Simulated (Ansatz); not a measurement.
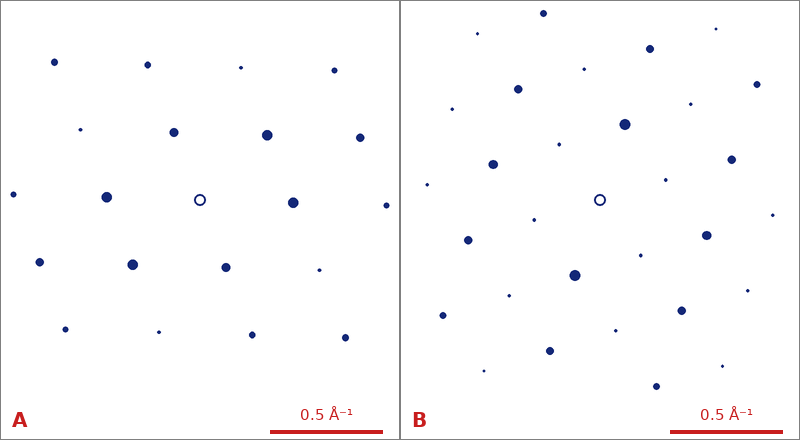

Kinematic electron diffraction patterns (300 kV, B = 0.5 Å², same scale, each along a low-index zone) of two structures of composition TaSb, each relaxed at zero pressure with DFT PBEsol, scalar-relativistic, plane waves, PAW (Ansatz).

The structures (standard cells):
1. P-6m2 (No. 187), a = 3.543 Å, c = 3.774 Å (hexagonal axes), 2 atoms; generated start, possibly hypothetical
2. Fm-3m (No. 225), a = 5.589 Å, 8 atoms; generated start, possibly hypothetical

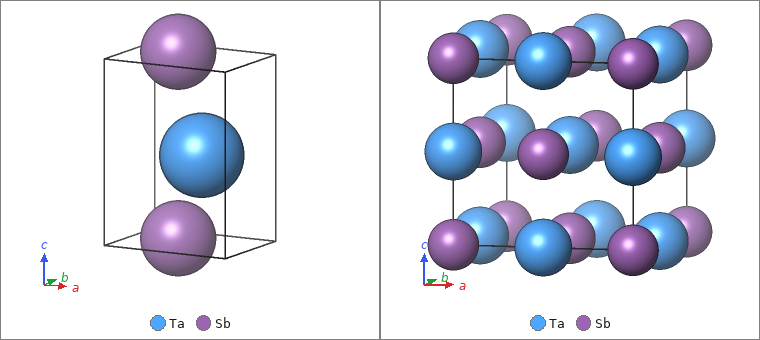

Drawings of the structures 1 to 2, from left to right (each may span several cells).

### Which pattern belongs to which structure, and along which zone?

A is structure 1 along [101] or an equivalent direction: centred rectangular net of 0 1 0 at d = 3.07 Å and 1 0 -1 at d = 2.38 Å, 67.2° apart. B is structure 2 along [110] or an equivalent direction: centred rectangular net of -1 1 -1 (weak) at d = 3.23 Å and -1 1 1 (weak) at d = 3.23 Å, 70.5° apart.

### Which structure lies lowest at this level of theory, and by how much?

Structure 1 (P-6m2, 20.51 Å³ an atom) is the lowest of these; structure 2 (Fm-3m, 21.82 Å³ an atom) lies about 580 meV an atom higher. These are static energies at 0 K; other structures, not shown, may lie lower still.
